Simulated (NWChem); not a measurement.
# singlet C2HF2Ge+: levels of theory compared

Wanted: a comparison of 4 runs (HF/STO-3G, SVWN5/6-31G*, B3LYP/6-31G*, MP2/6-31G*) of singlet C2HF2Ge+. 

The results are computed with NWChem 7.3.0.

46 further runs of the same task are left out: 46 set aside as unsound or not needed.

## 1. The system as given

C2HF2Ge+ has 6 atoms, charge +1, and is taken as a singlet. As SMILES of the parent species, `C#[C][Ge]([F])[F]`. Geometry: relaxed at PBE0-D4/def2-TZVP. That shape belongs to the parent species and isn't relaxed for this state.

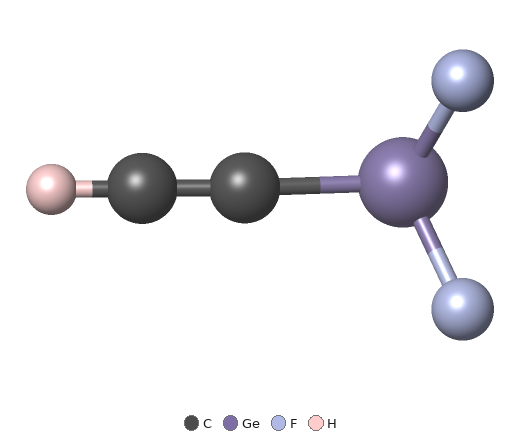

The structure, seen from a chosen angle (carbon dark grey, germanium purple, fluorine light blue, hydrogen pink).

## 2. A single-point energy at HF/STO-3G (run 1)

c2hf2ge.nw

```
start c2hf2ge
memory total 2200 mb
charge 1
geometry units angstrom noautosym nocenter noautoz
  C    -0.190100    0.518400    1.692900
  C    -0.131400    0.204200    0.530300
  Ge   -0.289600   -0.139700   -1.323100
  F    -0.276600   -1.850600   -1.565100
  F     1.142900    0.424100   -2.108200
  H    -0.213200    0.779700    2.727000
end
basis "ao basis" spherical bse
  * library STO-3G
end
scf
  thresh 1e-08
  maxiter 80
  print low
end
task scf energy
```

Launch:

```console
$ nwchem c2hf2ge.nw > c2hf2ge.out
```

The log of the run:

```text
[...]
  functions       =    39
[...]
  wavefunction    = RHF
[...]
         Total SCF energy =  -2322.889996186450
      One-electron energy =  -3916.241472435187
      Two-electron energy =   1254.911956681483
 Nuclear repulsion energy =    338.439519567253
        Time for solution =      3.3s
 Task  times  cpu:        3.4s     wall:        3.4s
[...]
```

Wall time 4.2 s (1 thread of Intel Xeon Platinum 8488C (Sapphire Rapids), shared host); peak memory 0.099 GiB.

## 3. A single-point energy at SVWN5/6-31G(d) (spherical functions) (run 2)

run.py

```python
from ase import Atoms
from ase.calculators.nwchem import NWChem

molecule = Atoms(['C', 'C', 'Ge', 'F', 'F', 'H'], positions=[
    [-0.190100, 0.518400, 1.692900],
    [-0.131400, 0.204200, 0.530300],
    [-0.289600, -0.139700, -1.323100],
    [-0.276600, -1.850600, -1.565100],
    [1.142900, 0.424100, -2.108200],
    [-0.213200, 0.779700, 2.727000],
])

calc = NWChem(
    label='a',
    theory='dft',
    memory='2200 mb',
    basis='6-31G*',
    basispar='spherical bse',
    charge=1,
    dft={'xc': 'slater vwn_5', 'mult': '1', 'grid': 'fine', 'convergence': 'energy 1e-08', 'iterations': '100', 'mulliken': None},
    task='energy',
)
molecule.calc = calc

e = molecule.get_potential_energy()
print(f"E = {e:.6f} eV")
print("dipole (e A):", molecule.get_dipole_moment().round(4))
```

Launch:

```console
$ export ASE_NWCHEM_COMMAND="nwchem PREFIX.nwi > PREFIX.nwo"
$ python run.py
```

The log of the run:

```text
E = -63883.909423 eV
dipole (e A): [-0.5802  0.3039 -0.2243]
```

The calculator wrote a.nwi:

```
title "a"

permanent_dir a

scratch_dir a

start a

geometry units angstrom nocenter noautosym noautoz
  C  -1.9009999999999999e-01 5.1839999999999997e-01 1.6929000000000001e+00
  C  -1.3139999999999999e-01 2.0419999999999999e-01 5.3029999999999999e-01
  Ge -2.8960000000000002e-01 -1.3969999999999999e-01 -1.3230999999999999e+00
  F  -2.7660000000000001e-01 -1.8506000000000000e+00 -1.5650999999999999e+00
  F  1.1429000000000000e+00 4.2409999999999998e-01 -2.1082000000000001e+00
  H  -2.1320000000000000e-01 7.7969999999999995e-01 2.7269999999999999e+00
end

charge 1

memory 2200 mb

basis spherical bse noprint
   * library 6-31G*
end

dft
  xc slater vwn_5
  mult 1
  grid fine
  convergence energy 1e-08
  iterations 100
  mulliken
end

task dft energy
```

a.nwo, cut to the lines that bear on the results:

```text
[...]
      One electron energy =    -3932.020125231531
[... 1 line left out ...]
    Exchange-Corr. energy =     -105.569876429099
[... 6 lines left out ...]
                       DFT Final Molecular Orbital Analysis
[... 653 lines left out ...]
    Atom       Charge   Shell Charges
[...]
```

It took 96 s on 1 thread of Intel Xeon Platinum 8488C (Sapphire Rapids), shared host; peak memory 0.12 GiB.

Run 3 isn't shown in full; the table further down has it.

## 4. A single-point energy at MP2/6-31G(d) (spherical functions) (run 4)

run.py

```python
from ase import Atoms
from ase.calculators.nwchem import NWChem

atoms = Atoms(['C', 'C', 'Ge', 'F', 'F', 'H'], positions=[
    [-0.190100, 0.518400, 1.692900],
    [-0.131400, 0.204200, 0.530300],
    [-0.289600, -0.139700, -1.323100],
    [-0.276600, -1.850600, -1.565100],
    [1.142900, 0.424100, -2.108200],
    [-0.213200, 0.779700, 2.727000],
])

calc = NWChem(
    label='struct',
    theory='mp2',
    memory='2200 mb',
    basis='6-31G*',
    basispar='spherical bse',
    charge=1,
    scf={'nopen': '0', 'rhf': None, 'thresh': '1e-08', 'maxiter': '80', 'print': 'low'},
    mp2={'freeze': 'core 13', 'tight': None},
    task='energy',
)
atoms.calc = calc

print("Total energy (eV):", round(atoms.get_potential_energy(), 6))
```

Launch:

```console
$ export ASE_NWCHEM_COMMAND="nwchem PREFIX.nwi > PREFIX.nwo"
$ python run.py
```

The log of the run:

```text
Total energy (eV): -63966.387493
```

The calculator wrote struct.nwi:

```
title "struct"

permanent_dir struct

scratch_dir struct

start struct

geometry units angstrom nocenter noautosym noautoz
  C  -1.9009999999999999e-01 5.1839999999999997e-01 1.6929000000000001e+00
  C  -1.3139999999999999e-01 2.0419999999999999e-01 5.3029999999999999e-01
  Ge -2.8960000000000002e-01 -1.3969999999999999e-01 -1.3230999999999999e+00
  F  -2.7660000000000001e-01 -1.8506000000000000e+00 -1.5650999999999999e+00
  F  1.1429000000000000e+00 4.2409999999999998e-01 -2.1082000000000001e+00
  H  -2.1320000000000000e-01 7.7969999999999995e-01 2.7269999999999999e+00
end

charge 1

memory 2200 mb

basis spherical bse noprint
   * library 6-31G*
end

scf
  nopen 0
  rhf
  thresh 1e-08
  maxiter 80
  print low
end
mp2
  freeze core 13
  tight
end

task mp2 energy
```

struct.nwo:

```text
Northwest Computational Chemistry Package (NWChem) 7.3.0
             --------------------------------------------------------

           Job information
           ---------------

    nwchem branch   = 7.3.0
    use scalapack   = T
    input           = struct.nwi
    prefix          = struct.
    data base       = struct/struct.db
    status          = startup
    nproc           =        1

           Memory information
           ------------------

    heap     =     72089598 doubles =      550.0 Mbytes
    stack    =     72089595 doubles =      550.0 Mbytes
    global   =    144179200 doubles =     1100.0 Mbytes (distinct from heap & stack)
    total    =    288358393 doubles =     2200.0 Mbytes
    verify   = yes
    hardfail = no

           Directory information
           ---------------------

  0 permanent = struct
  0 scratch   = struct

                                NWChem Input Module
                                -------------------

                                      struct
                                      ------

[... 27 lines left out ...]
            Nuclear Dipole moment (a.u.)
[... 65 lines left out ...]
       Final RHF  results
[... 2 lines left out ...]
         Total SCF energy =  -2349.883675631933
      One-electron energy =  -3932.178787531368
      Two-electron energy =   1243.855592332182
 Nuclear repulsion energy =    338.439519567253
[... 30 lines left out ...]
 Semi-direct pass number   1 of   1  for RHF alpha+beta  at       29.1s
 Done moints_semi at       32.6s
 Done maket at       32.7s
 Done multipass loop at       32.7s

          -------------------------------------------
          SCF energy               -2349.883675631933
          Correlation energy          -0.837725903076
          Singlet pairs               -0.472985451125
          Triplet pairs               -0.364740451950
          Total MP2 energy         -2350.721401535009
          -------------------------------------------

          ---------------------------------------------------
                    Spin Component Scaled (SCS) MP2
          Same spin pairs                     -0.243160301300
          Same spin scaling factor             0.333333333333
          Opposite spin pairs                 -0.594565601776
          Opposite spin scaling fact.          1.200000000000
          SCS-MP2 correlation energy          -0.794532155897
          Total SCS-MP2 energy             -2350.678207787831
          ---------------------------------------------------

 -----------------------
 Task  times  cpu:       32.7s     wall:       32.7s
 Total times  cpu:       32.7s     wall:       32.7s
```

It took 34 s on 1 thread of Intel Xeon Platinum 8488C (Sapphire Rapids), shared host; peak memory 0.26 GiB.

## 5. All runs side by side

| run | level | iteration cap | module | energy (Eh) | wall time |
| --- | --- | --- | --- | --- | --- |
| 1 | HF/STO-3G | 80 | scf | -2322.889996 | 4.2 s |
| 2 | SVWN5/6-31G* (spherical functions) | 100 | dft | -2347.690388 | 96 s |
| 3 | B3LYP/6-31G* (Cartesian functions) | 100 | dft | -2352.864255 | 26 s |
| 4 | MP2/6-31G* (spherical functions) | 80 | mp2 | -2350.721402 | 34 s |

## 6. Results

| quantity | value |
| --- | --- |
| run 4: total energy | -2350.72140 Eh |
| run 4: correlation energy (13 core orbitals frozen) | -837.7 mEh |

**Reading.** Totals of different functionals can't be ranked against each other. In run 1 the basis is minimal, so the values are rough. All runs together took 2.7 min, the longest 96 s.
